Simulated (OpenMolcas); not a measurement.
**W⁵⁺ among point charges: CASSCF and CASPT2 levels and susceptibility**

Aim: the splitting of the states of W⁵⁺ in the field of 4 point charges, its lowest levels with spin-orbit coupling and its magnetic susceptibility.

Method: state-averaged CASSCF and CASPT2, spin-orbit coupling by RASSI with atomic mean-field integrals. Code: OpenMolcas 26.06.

## 1. The system

```
Species                           : W⁵⁺ (tungsten, Z = 74, 69 electrons)
Basis                             : ANO-RCC-VTZP [8s7p5d3f2g1h], 104 functions
Scalar Hamiltonian                : DKH2, point nucleus
Inactive shells                   : 1s 2s 2p 3s 3p 3d 4s 4p 4d 4f 5s 5p
Active space                      : 1 electron in 5 orbitals (5d)
Some configurations of this space : 5d
Orbitals                          : optimised for each spin and parity, averaged over all roots
```

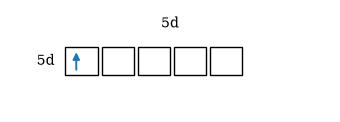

Outer shells as boxes.

The ion sits among 4 point charges of -2.5 e arranged as a square (D4h), 2.17 Å from the ion.

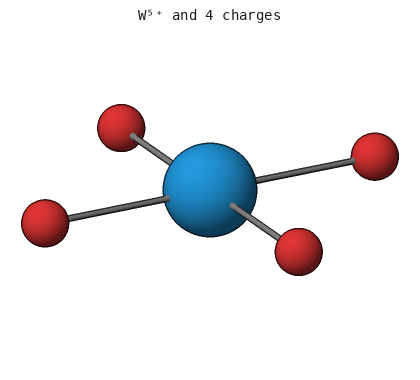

The ion and the point charges (red).

The work runs as a chain of OpenMolcas steps in one folder; each step below is one input file. Labels, J, g values, rates, χT and fits are worked out afterwards by a script from the matrices that RASSI stores. The input lists half of the charges; inversion (Group=XYZ) makes the rest.

## 2. GATEWAY and SEWARD: basis and integrals

a.inp reads:

```
&GATEWAY
Coord
1

W 0.0 0.0 0.0
Basis=ANO-RCC-VTZP
Group=XYZ
NoMove
AngMom=0.0 0.0 0.0
AMFI
XField
2 Angstrom 0
2.170000 0.000000 0.000000 -2.500000
0.000000 2.170000 0.000000 -2.500000
&SEWARD
```

Command:

```console
> OMP_NUM_THREADS=1 MOLCAS_MEM=1689 MOLCAS_PROJECT=a pymolcas a.inp > a.log
```

## 3. Reference wave functions, doublets of even parity, 5 roots

a.inp reads:

```
&RASSCF
FileOrb=start.orb
Symmetry=1
Spin=2
nActEl=1 0 0
Inactive=15 19
Ras2=5 0
CIRoot=5 5 1
SDav=5
CIMx=300
Iter=120 100
PrWF=0.3
OrbListing=Nothing
MaxOrb=0
>>> COPY $Project.JobIph JOB001
```

start.orb holds the contracted functions of the basis, ordered by shell, or the orbitals of the step before.

## 4. RASSI: spin-orbit coupling between the states

a.inp reads:

```
&RASSI
NrOfJobIphs=1 5
1 2 3 4 5
IphNames
JOB001
EJob
SpinOrbit
DIPRint=1.0
SOCoupling=1000.0
Subsets=2
Property=9
'ANGMOM' 1 'ANGMOM' 2 'ANGMOM' 3 'MLTPL  1' 1 'MLTPL  1' 2 'MLTPL  1' 3
'AMFI' 1 'AMFI' 2 'AMFI' 3
SOProperty=3
'ANGMOM' 1 'ANGMOM' 2 'ANGMOM' 3
```

## 5. CASPT2: IPEA 0.25, imaginary shift 0.1 (closed shells correlated: 4f 5s 5p)

a.inp reads:

```
>>> COPY JOB001 $Project.JobIph
&CASPT2
Multistate=5 1 2 3 4 5
NoMult
Frozen=14 9
IPEA=0.25
Imaginary=0.1
MaxIter=60
WThr=0.0 0.3 0.05
PrWF=0.5
NoMix
```

(Steps that only read results are left out.)

Before running it: what results should come out? Wanted: spin-free ground state; first state of the same spin within the active space; lowest level; next level.

As calculated:

| quantity | value |
| --- | --- |
| method | SS-CASPT2, IPEA 0.25, imaginary shift 0.1 (closed shells correlated: 4f 5s 5p) |
| spin-free ground state | 2A1, 1-fold in its orbital part |
| first state of the same spin within the active space | 2E at 8210 cm⁻¹ |
| lowest level | 2-fold E1/2, g = 0.17, 0.17, 1.64 |
| next level | 10154.1 cm⁻¹ |
| χT at 300 K | 0.11 cm³ K/mol |
| effective moment at 300 K | 0.92 μB |

Cost by method:

| method | time of its own steps | time with the reference |
| --- | --- | --- |
| A. CASSCF | 2.6 s | 2.6 s |
| B. SS-CASPT2, IPEA 0.25, imaginary shift 0.1, +4f 5s 5p | 2.1 s | 4.7 s |

Times are of one thread on a shared host.

**Reading.** The spin-free ground state (2A1) comes to 100 % from free-ion D terms and keeps the highest spin of the shell. χT at 300 K is 0.11, against 0.38 cm³ K/mol for the spin alone, so orbital moment lowers it. The field of point charges can differ much from that of real complexes. This is an electrostatic model: the charges have no orbitals.
